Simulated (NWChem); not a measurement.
**One shape, several levels: [NO2]+ (SMILES O=[N+]=O)**

Aim: a comparison of 6 runs (HF/STO-3G, PBE/def2-TZVPPD, PBE0/def2-TZVPPD, B3LYP/6-31G*, M06-2X/def2-TZVPPD, r2SCAN/def2-TZVPPD) of [NO2]+. 

The results are computed with NWChem 7.3.0.

## (1) The system as given

[NO2]+ has 3 atoms, charge +1, and is taken as a singlet. SMILES: `O=[N+]=O`. The O1–N2 distance was set to 1.665 Å, away from the relaxed value.

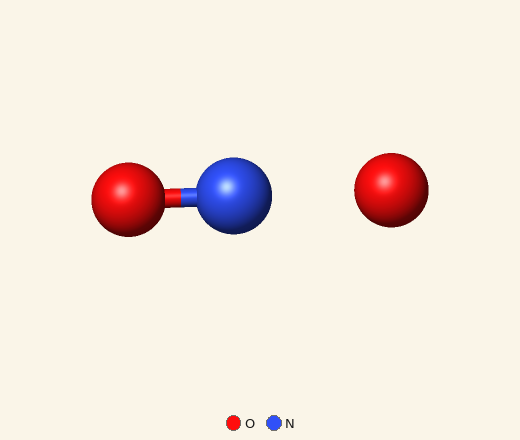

The structure, seen from a chosen angle (oxygen red, nitrogen blue).

## (2) A single-point energy at HF/STO-3G (run 1)

Input file no2.nw:

```
start no2
title "nitryl ion"
memory stack 880 mb heap 220 mb global 1100 mb
charge 1

geometry units angstrom noautosym nocenter noautoz
 O     -0.859484     1.390565    -0.314377
 N     -0.000010    -0.000010     0.000000
 O      0.572990    -0.927010     0.209580
end

basis "ao basis" spherical bse
 O library STO-3G
 N library STO-3G
end

scf
 thresh 1e-08
 maxiter 80
end

task scf energy
```

On the command line:

```console
nwchem no2.nw > no2.out
```

Standard output:

```text
[...]
  functions       =    15
[...]
  wavefunction    = RHF
[...]
         Total SCF energy =   -200.875478811567
      One-electron energy =   -379.795346542248
      Two-electron energy =    122.208870303578
 Nuclear repulsion energy =     56.710997427103
        Time for solution =      0.2s
[...]
```

Wall time 0.66 s (1 thread of Intel Xeon 6975P-C (Granite Rapids), shared host); peak memory 0.1 GiB.

## (3) A single-point energy at PBE/def2-TZVPPD (run 2)

Input file work.nw:

```
start work
memory total 2200 mb
charge 1
geometry noautosym nocenter noautoz
 O     -0.859484     1.390565    -0.314377
 N     -0.000010    -0.000010     0.000000
 O      0.572990    -0.927010     0.209580
end
basis "ao basis" spherical bse
 * library def2-TZVPPD
end
dft
 xc xpbe96 cpbe96
 grid fine
 convergence energy 1e-08
 iterations 100
 mulliken
 print low
end
task dft
```

On the command line:

```console
nwchem work.nw > work.out
```

Standard output:

```text
[...]
 d= 0,ls=0.0,diis     1   -204.1933974669 -2.61D+02  2.32D-02  2.71D+00     1.4
[...]
 d= 0,ls=0.0,diis    14   -204.4731263699  7.26D-10  2.34D-07  8.98D-09    15.5
         Total DFT energy =     -204.473126369872
      One electron energy =     -384.131851374558
           Coulomb energy =      146.092972086515
    Exchange-Corr. energy =      -23.145244508932
 Nuclear repulsion energy =       56.710997427103
[...]
      Total Density - Mulliken Population Analysis
     ---------------------------------------------
    Atom       Charge   Shell Charges
 -----------   ------   -------------------------------------------------------
    1 O    8     7.86   0.80  1.17  0.70  1.01  0.31  0.01  1.64  1.54  0.65  0.01  0.00  0.01  0.01  0.00
    2 N    7     6.29   0.82  1.15  0.64  0.79  0.13 -0.03  1.37  1.18  0.17  0.02  0.09 -0.04  0.01
    3 O    8     7.85   0.80  1.17  0.66  1.00  0.33  0.01  1.80  1.60  0.41  0.00  0.01  0.05  0.01  0.00
[...]
```

Wall time 16 s (1 thread of Intel Xeon 6975P-C (Granite Rapids), shared host); peak memory 0.12 GiB.

## (4) A single-point energy at PBE0/def2-TZVPPD (run 3)

Input file input.xyz:

```xyz
3
NO2 PBE0
O     -0.859484     1.390565    -0.314377
N     -0.000010    -0.000010     0.000000
O      0.572990    -0.927010     0.209580
```

Input file input.nw:

```
echo
start input
title "NO2 PBE0"
memory stack 880 mb heap 220 mb global 1100 mb
charge 1

geometry units angstroms noautosym nocenter noautoz
  load format xyz input.xyz
end

basis "ao basis" spherical bse
  O library def2-TZVPPD
  N library def2-TZVPPD
end

dft
  xc pbe0
  grid fine
  convergence energy 1e-08
  maxiter 100
  mulliken
  print low
end

task dft energy
```

On the command line:

```console
nwchem input.nw > input.out
```

Standard output:

```text
[...]
 d= 0,ls=0.0,diis     1   -204.1659360780 -2.61D+02  2.17D-02  2.48D+00     1.4
[...]
 d= 0,ls=0.0,diis    13   -204.4234819438 -5.42D-09  1.41D-07  2.36D-09    14.5
         Total DFT energy =     -204.423481943826
      One electron energy =     -383.979163888268
           Coulomb energy =      145.946886955994
    Exchange-Corr. energy =      -23.102202438656
 Nuclear repulsion energy =       56.710997427103
[...]
      Total Density - Mulliken Population Analysis
     ---------------------------------------------
    Atom       Charge   Shell Charges
 -----------   ------   -------------------------------------------------------
    1 O    8     7.90   0.80  1.17  0.69  1.02  0.32  0.01  1.62  1.58  0.66  0.01  0.00  0.01  0.01  0.00
    2 N    7     6.24   0.82  1.15  0.65  0.82  0.13 -0.03  1.32  1.16  0.14  0.02  0.10 -0.04  0.01
    3 O    8     7.85   0.80  1.17  0.65  1.01  0.31  0.01  1.77  1.65  0.40  0.00  0.01  0.06  0.01  0.00
[...]
```

Wall time 15 s (1 thread of Intel Xeon 6975P-C (Granite Rapids), shared host); peak memory 0.12 GiB.

Runs 4 to 5 aren't shown in full; the table further down has their settings and results.

## (5) The energy at r2SCAN/def2-TZVPPD (run 6)

Input file no2.xyz:

```xyz
3

O     -0.859484     1.390565    -0.314377
N     -0.000010    -0.000010     0.000000
O      0.572990    -0.927010     0.209580
```

Input file no2.nw:

```
start no2
memory total 2200 mb
charge 1

geometry noautosym nocenter noautoz
  load format xyz no2.xyz
end

basis "ao basis" spherical bse
  O library def2-TZVPPD
  N library def2-TZVPPD
end

dft
  xc r2scan
  grid fine
  convergence energy 1e-08
  maxiter 100
  mulliken
  noprint "final vectors analysis"
end

task dft energy
```

On the command line:

```console
nwchem no2.nw > no2.out
```

Standard output:

```text
[...]
          Wavefunction type:  closed shell.
          No. of atoms     :     3
          No. of electrons :    22
[...]
          Charge           :     1
          Spin multiplicity:     1
[...]
          AO basis - number of functions:   117
[...]
              XC Information
              --------------
                      r^2SCAN Method XC Functional
               r^2SCAN metaGGA Exchange Functional  1.000
                     r^2SCAN Correlation Potential  1.000
[...]
 d= 0,ls=0.0,diis     1   -204.2932371805 -2.61D+02  2.27D-02  2.44D+00     1.4
[...]
 d= 0,ls=0.0,diis    14   -204.5564144941 -1.03D-09  4.68D-08  1.96D-10    16.8
         Total DFT energy =     -204.556414494100
      One electron energy =     -384.100174990602
           Coulomb energy =      146.073146204114
    Exchange-Corr. energy =      -23.240383134714
 Nuclear repulsion energy =       56.710997427103
[...]
      Total Density - Mulliken Population Analysis
     ---------------------------------------------
    Atom       Charge   Shell Charges
 -----------   ------   -------------------------------------------------------
    1 O    8     7.91   0.80  1.17  0.70  1.00  0.36  0.01  1.63  1.58  0.64  0.01  0.00  0.01  0.01  0.00
    2 N    7     6.10   0.82  1.15  0.65  0.78  0.08 -0.06  1.33  1.19  0.10  0.02  0.09 -0.08  0.01
    3 O    8     7.99   0.80  1.17  0.66  0.99  0.44  0.03  1.78  1.66  0.39  0.00  0.01  0.05  0.01  0.00
[...]
```

Run time: 17 s. Hardware: 1 thread of Intel Xeon 6975P-C (Granite Rapids), shared host; peak memory 0.12 GiB.

## (6) All runs side by side

```
run                               level  iteration cap  module  energy (Eh)  wall time
  1                           HF/STO-3G             80     scf  -200.875479     0.66 s
  2                     PBE/def2-TZVPPD            100     dft  -204.473126       16 s
  3                    PBE0/def2-TZVPPD            100     dft  -204.423482       15 s
  4  B3LYP/6-31G* (spherical functions)            100     dft  -204.550590      4.2 s
  5                  M06-2X/def2-TZVPPD            100     dft  -204.549206       17 s
  6                  r2SCAN/def2-TZVPPD            100     dft  -204.556414       17 s
```

## (7) Outcome

| quantity | value |
| --- | --- |
| run 6: total energy | -204.55641 Eh |

What this shows: Over runs 1, 4, 5 the HOMO–LUMO gap runs from 4.67 eV (B3LYP/6-31G*) to 11.99 eV (HF/STO-3G). The two ends differ in method and basis. Totals of different functionals can't be ranked against each other. In run 1 the basis is minimal, so the values are rough. All runs together took 70 s, the longest 17 s.
